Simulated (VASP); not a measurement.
Band structure of CsCl (relaxed from the zinc blende structure, space group F-43m). All values below come from PBEsol GGA, VASP's PBE PAW potentials (set 64) (plane waves; VASP).

Unless said otherwise, spin-orbit coupling is left out, though it shifts the bands of the heavy elements here.

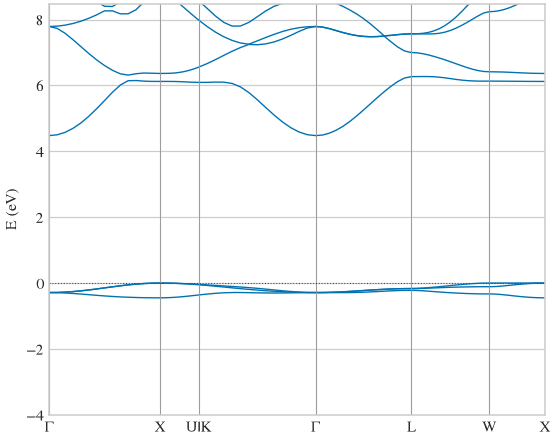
Bands along high-symmetry lines, zero at the valence-band maximum or, without a gap, the Fermi level

Task: Read the plot: is there a gap, and where are the band edges?

Result: The gap is indirect, 4.48 eV, from the valence maximum at X to the conduction minimum at Γ. (Edges off the drawn lines would not show.)

The structure was generated: CsCl was put into the zinc blende type (F-43m), which need not be its known phase. It was relaxed first, which changed the volume by -12 %.
